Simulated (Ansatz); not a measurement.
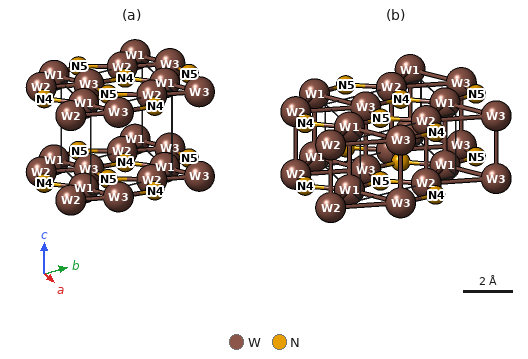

The structure of crystalline W3N2 (a generated structure, set up in P-62m) (coarse preliminary run) before (left) and after (right) a relaxation, at one scale.

A ball-and-stick model of the cell of the calculation, seen slightly off an axis.

Theory: DFT PBE, scalar-relativistic, plane waves, PAW (Ansatz 0.2.0).

Input file:
```yaml
crystal:
  lattice:
    - [4.73251707, 0.0, 0.0]
    - [-2.36625854, 4.09848001, 0.0]
    - [0.0, 0.0, 3.61305735]
  atoms:
    - { symbol: W, position: [0.75158286, 0.0, 0.0] }
    - { symbol: W, position: [0.0, 0.75158286, 0.0] }
    - { symbol: W, position: [0.24841714, 0.24841714, 0.0] }
    - { symbol: "N", position: [0.33333333, 0.66666667, 0.0] }
    - { symbol: "N", position: [0.66666667, 0.33333333, 0.0] }
basis:
  ecutwfc: 420
kpoints:
  mp_grid: { grid: [6, 6, 6] }
hamiltonian:
  xc: pbe
scf:
  occupations: { method: gaussian, width: 0.1 }
  lower_state_search: "off"
output:
  forces: true
  stress: true
  eigenvalues: true
relax:
  adjacent_minimum: "off"
  f_tol: 0.04
  max_steps: 70
  cell: { stress_tol: 0.4 }
```

Launched with:
```bash
ansatz run input.yaml --threads 1 --pin off --max-ram 2560MiB --backend cpu --events-out ev --progress --plain --runs-dir out
```

Describe what moved and what it gained.

The largest moves relative to the cell, 0.34 Å, are those of W1, W2 and W3. W1 goes along −a. N stays in place. The drawn cell changes as follows: a = b 4.733 → 5.583 Å (+18.0 %), c 3.613 → 2.679 Å (−25.8 %); the volume changes by +3.2 %. Some distances before and after: W1–W2 2.036 → 2.992 Å, W1–W1 3.613 → 2.679 Å, W1–W2 (another image) 3.139 → 3.345 Å, W1–N4 1.812 → 1.931 Å. Bond angles that change, for instance: N4–W2–N5 97.9° → 113.1°, W1–W2–N5 101.1° → 93.4°, W1–W2–N4 161.1° → 153.4°. The space group stays P-62m (No. 189). After 11 accepted moves (14 points after the start) the energy has fallen by 14.504 eV per cell of the calculation. Largest force component: 16 eV/Å at the start, 0.017 eV/Å at the end. The pressure goes from 105.04 to 0.19 GPa. The line search rejected the trial step at point 8 of the run. At 2 points the geometry stayed and the basis and grid were re-selected for the new cell (energy shift of 0.168 eV per cell of the calculation at most each time).
